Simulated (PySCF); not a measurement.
**C4H4FO3Si (SMILES O=C1O[CH]OC=C1[SiH2]F) (doublet): density, localisation and related maps**

```xyz
13

O    -0.0580   -2.2371   -0.5935
C    -0.5096   -1.1638   -0.3011
O    -1.8915   -1.0225   -0.2770
C    -2.4334    0.1847    0.0380
O    -1.7071    1.2816    0.2312
C    -0.3837    1.1795    0.2590
C     0.2781    0.0061    0.0211
Si    2.1306   -0.2396    0.0373
F     2.6882    1.2265    0.4329
H    -3.4755    0.3108   -0.1820
H     0.1146    2.1093    0.4852
H     2.6803   -0.5158   -1.2792
H     2.5626   -1.1192    1.1104
```

Geometry: GFN2-xTB.

Level of theory: UKS B3LYP, pcH-1 on C F H O Si, non-relativistic, mean-field spin-orbit, GIAO (PySCF 2.14.0, density-fitted response routines).

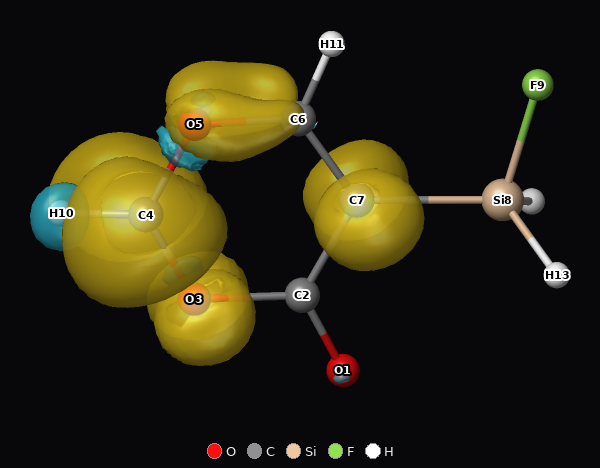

Figure 1. Isosurfaces of the spin density at +0.015 (yellow) and −0.015 e/Å³ (cyan), seen at a tilt.

Which atoms carry the spin?

The unpaired spin (1 electron) lies mostly on C4 (about 0.6), O3 (about 0.2), C7 (about 0.1) and O5 (about 0.1), in electrons by Hirshfeld's partition.

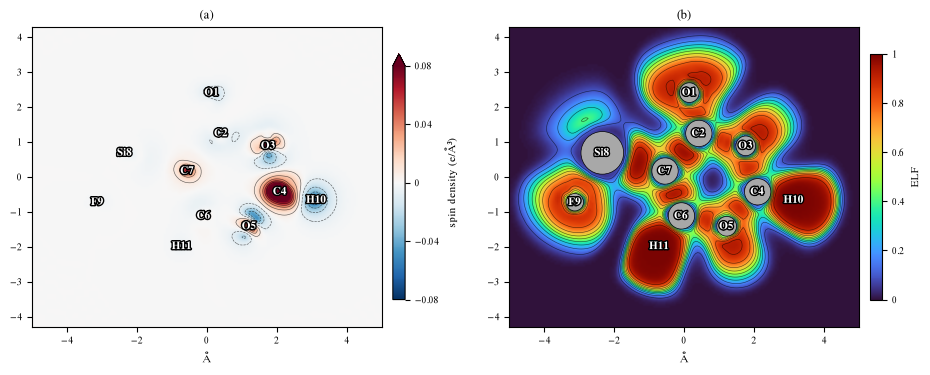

Figure 2. (a) spin density (α minus β); (b) ELF on the plane of atoms C7, C6 and H11. Grey discs cover the atomic cores in the ELF map.

Read the bonding off the picture.

The section cuts through O, C, Si, F and H sites. C–O (1.20 Å): the ELF peaks at about 0.85 between the atoms; a short, multiple covalent bond. C–C (1.37 Å): the ELF peaks at about 0.95 between the atoms (a covalent bond). Si–F (1.62 Å): the ELF peaks at about 0.85 in the valence shell of F, 0.6 Å from its nucleus, and is about 0.50 at the midpoint. C–Si (1.87 Å): the ELF peaks at about 0.95 between the atoms; a shared electron pair. C–H (1.07 Å): the ELF climbs to about 1 towards the hydrogen, as it does in any bond to H; a covalent bond by its length. The ELF also peaks beside O5, F9, O3 and O1, away from the bonds: non-bonding electrons, paired or unpaired.

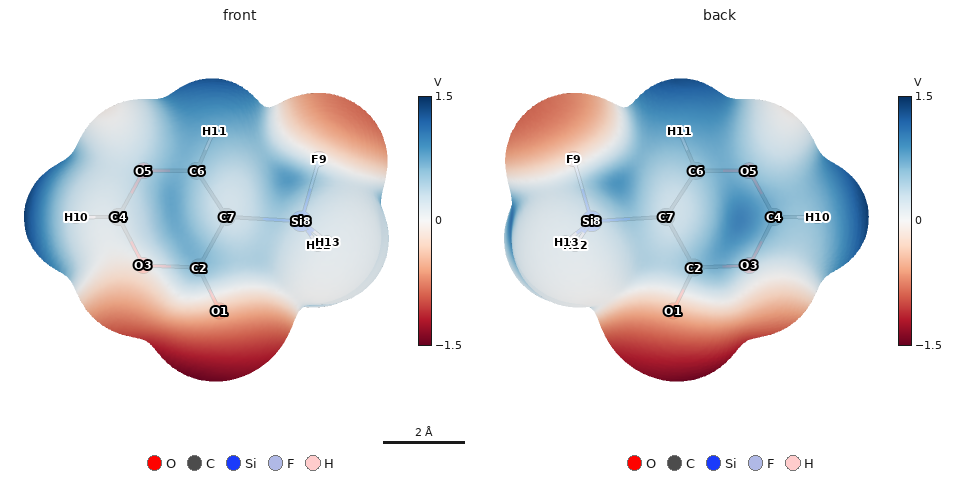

Figure 3. The molecular electrostatic potential painted on the density surface at 0.001 e/bohr³, seen from the front and from behind; the colour scale runs from red (negative) to blue (positive).

Describe the electrostatic potential map.

The most negative region (about −1.5 V) lies over O1, the most positive (about +1.4 V) over H10. O1 is the likeliest acceptor of a hydrogen bond.
